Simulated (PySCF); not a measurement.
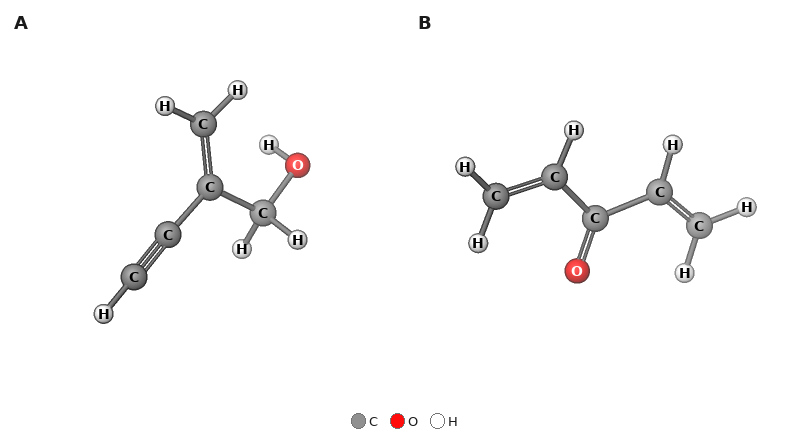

Atoms fade into the background with distance from the viewer. Computed geometry: PBE0-D3(BJ)/def2-SVP optimisation. No frequency run is at hand to confirm it as a minimum.

Are A and B the same structure? If not, how do they differ?

Answer. No. They are constitutional isomers of C5H6O: A is C#CC(=C)CO, B is C=CC(=O)C=C
